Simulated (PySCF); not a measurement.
System: C3H11GeN2P (SMILES C=C[CH2][Ge]([NH2])([NH2])[PH2]).

```yaml
atoms:
  - { symbol: C, position_ang: [2.4853, -0.3956, 1.0719] }
  - { symbol: C, position_ang: [1.5468, -1.0496, 0.4046] }
  - { symbol: C, position_ang: [0.8562, -0.5310, -0.7920] }
  - { symbol: Ge, position_ang: [-0.9688, 0.2754, -0.3162] }
  - { symbol: N, position_ang: [-2.2296, -0.9197, 0.2606] }
  - { symbol: N, position_ang: [-1.6750, 0.7632, -1.9404] }
  - { symbol: P, position_ang: [-0.8786, 1.9447, 1.3277] }
  - { symbol: H, position_ang: [2.9447, -0.7991, 1.9582] }
  - { symbol: H, position_ang: [2.8427, 0.5677, 0.7440] }
  - { symbol: H, position_ang: [1.2097, -2.0159, 0.7617] }
  - { symbol: H, position_ang: [1.4390, 0.2508, -1.2747] }
  - { symbol: H, position_ang: [0.6547, -1.3197, -1.5136] }
  - { symbol: H, position_ang: [-2.4459, -1.6593, -0.3926] }
  - { symbol: H, position_ang: [-2.0847, -1.3313, 1.1710] }
  - { symbol: H, position_ang: [-1.2032, 1.5117, -2.4278] }
  - { symbol: H, position_ang: [-2.6591, 0.9897, -1.9040] }
  - { symbol: H, position_ang: [0.2118, 2.5513, 0.7188] }
  - { symbol: H, position_ang: [-0.0548, 1.1731, 2.1310] }
```

Geometry: GFN2-xTB.

All numbers below come from CAM-B3LYP/def2-SVPD, SCF density, gas phase in PySCF 2.14.0.

Question: What will maps of the electron density and electron localisation function show?

Answer: C–C (1.32 Å): the density is about 2.3 e/Å³ at the midpoint; the ELF peaks at about 0.95 between the atoms: a short, multiple covalent bond.
C–C (1.48 Å): ρ is about 1.8 e/Å³ halfway; the ELF peaks at about 0.95 between the atoms; a shared electron pair.

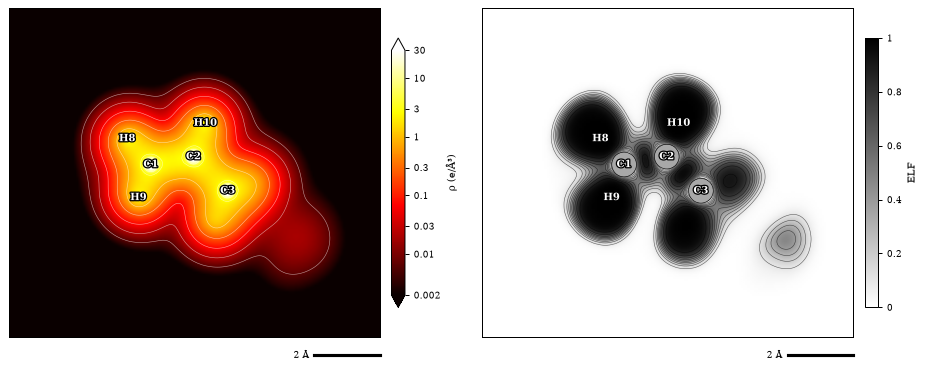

Computed electron density and electron localisation function on the plane of atoms C2, C1 and H8, in this order. Grey discs cover the atomic cores in the ELF map. 
